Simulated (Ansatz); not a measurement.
**H2S2 (SMILES SS) at BCCD(T)/STO-3G**

What is the energy change on altering one bond length of H2S2 at BCCD(T)/STO-3G? 

The calculation is run with Ansatz 0.2.0.

44 further runs of the same task are left out: 10 that didn't finish, 34 set aside as unsound or not needed.

### 1 The molecule

H2S2 has 4 atoms, charge 0, and is taken as a singlet. SMILES: `SS`. Geometry: relaxed at PBE0-D4/def2-TZVP.

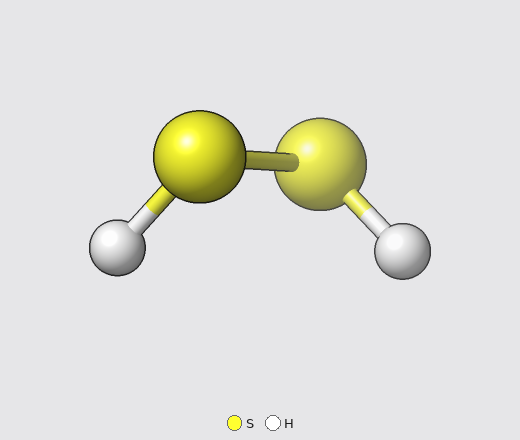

Viewed from a chosen angle; sulfur yellow, hydrogen white.

### 2 The energy at BCCD(T)/STO-3G

The input, input.yaml:

```yaml
crystal:
  periodic: [false, false, false]
  atoms:
    - {symbol: S, position_ang: [0.784480, -0.789210, 0.166690]}
    - {symbol: S, position_ang: [0.060220, 1.121560, 0.067360]}
    - {symbol: H, position_ang: [-0.225420, -1.352590, 0.856880]}
    - {symbol: H, position_ang: [-0.619290, 1.020250, -1.090950]}
basis:
  gaussian:
    orbitals: STO-3G
magnetization:
  spin_polarized: false
correlation:
  method: bccd_t
  frozen_orbitals: {H: 0, S: 5}
accuracy: high
scf:
  omitted_lower_state_checks: [cluster_reference, increment]
```

Launch:

```bash
$ ansatz run input.yaml --threads 1 --pin off --max-ram 3480MiB --events-out events.jsonl --progress --plain --runs-dir runs
```

Standard output (excerpt; [...] marks lines left out):

```text
Warning: RAYON_NUM_THREADS=1 ignored (pool sized by the plan → 1); use --threads N
Functional definition: HF
  name "HF"
[...]
344 factors; integrals over basis functions are off by at most 1.3e-8 eV
[...]
mean field -21428.70726893 eV, -787.4904672339 hartree, gradient 3.2e-8 eV, S^2 0.000000; 0 other end points of the search recorded, 0 dependent functions left out
10 core orbitals not correlated: weight in the atoms' cores, before any rotation towards them, 1.000 or more for the frozen orbitals, at most 0.000 for the correlated occupied ones
reference -21428.70726893 eV, -787.4904672339 hartree; 7, 7 occupied and 3, 3 virtual orbitals, 344 factors
second order -1.29860871 eV of doubles, -0.00000000 eV of singles
cycle   1  -1.67302437 eV  change   -3.7e-1 eV  update   5.3e-2
[...]
cycle  20  -1.87609641 eV  change  -4.0e-10 eV  update  4.9e-10
perturbative correction -0.00830229 eV, -0.0003051034 hartree
Total energy: -21430.59166763 eV, -787.5597176085 hartree
Checks for a lower state left out: cluster_reference, increment
```

It took 0.12 s on 1 thread of Intel Xeon 6975P-C (Granite Rapids), shared host.

### 3 The distorted shape at the same level

The input, input.yaml:

```yaml
crystal:
  periodic: [false, false, false]
  atoms:
    - symbol: S
      position_ang: [0.965545, -1.266903, 0.191523]
    - symbol: S
      position_ang: [0.060220, 1.121560, 0.067360]
    - symbol: H
      position_ang: [-0.044355, -1.830283, 0.881713]
    - symbol: H
      position_ang: [-0.619290, 1.020250, -1.090950]
basis:
  gaussian:
    orbitals: STO-3G
magnetization:
  spin_polarized: false
  initial_magnetization: 0
correlation:
  method: bccd_t
  frozen_orbitals: {H: 0, S: 5}
accuracy: high
scf:
  omitted_lower_state_checks: [cluster_reference, increment]
```

Launch:

```bash
$ ansatz run input.yaml --threads 1 --pin off --max-ram 3480MiB --events-out events.jsonl --progress --plain --runs-dir runs
```

Standard output (excerpt; [...] marks lines left out):

```text
Warning: RAYON_NUM_THREADS=1 ignored (pool sized by the plan → 1); use --threads N
[... 2 set-up lines as earlier in the session ...]
[...]
328 factors; integrals over basis functions are off by at most 2.0e-8 eV
[...]
mean field -21426.67126274 eV, -787.4156453863 hartree, gradient 1.5e-8 eV, S^2 0.000000; 2 other end points of the search recorded, 0 dependent functions left out; unrestricted orbitals would lower it
10 core orbitals not correlated: weight in the atoms' cores, before any rotation towards them, 1.000 or more for the frozen orbitals, at most 0.000 for the correlated occupied ones
reference -21426.67126274 eV, -787.4156453863 hartree; 7, 7 occupied and 3, 3 virtual orbitals, 328 factors
second order -1.82633004 eV of doubles, -0.00000000 eV of singles
cycle   1  -2.40452308 eV  change   -5.8e-1 eV  update   9.0e-2
[...]
cycle  28  -2.81471574 eV  change   5.5e-11 eV  update   1.5e-9
perturbative correction -0.00710034 eV, -0.0002609326 hartree
Total energy: -21429.49307882 eV, -787.5193452145 hartree
Checks for a lower state left out: cluster_reference, increment
```

It took 0.14 s on 1 thread of Intel Xeon 6975P-C (Granite Rapids), shared host.

### 4 Summary of results

Level: BCCD(T)/STO-3G, 10 core orbitals frozen.

| quantity | value |
| --- | --- |
| first shape: total energy | -787.55972 Eh |
| first shape: correlation energy (10 core orbitals frozen) | -69.3 mEh |
| first shape: (T) correction | -0.31 mEh |
| distorted shape: total energy | -787.51935 Eh |
| distorted shape: correlation energy (10 core orbitals frozen) | -103.7 mEh |
| distorted shape: (T) correction | -0.26 mEh |
| energy change with the S1–S2 bond stretched from 2.046 to 2.557 Å | 1.099 eV |

**Reading.** With the S1–S2 bond stretched from 2.046 to 2.557 Å the energy rises by 1.10 eV (106 kJ/mol). The first shape isn't relaxed at this level, so the change isn't measured from a minimum. The minimal basis adds a large error of its own. The triples (first shape) make up 0.4 % of the correlation energy. The restricted solution (distorted shape) is unstable to spin breaking: an unrestricted one lies lower. The triples (distorted shape) make up 0.3 % of the correlation energy.
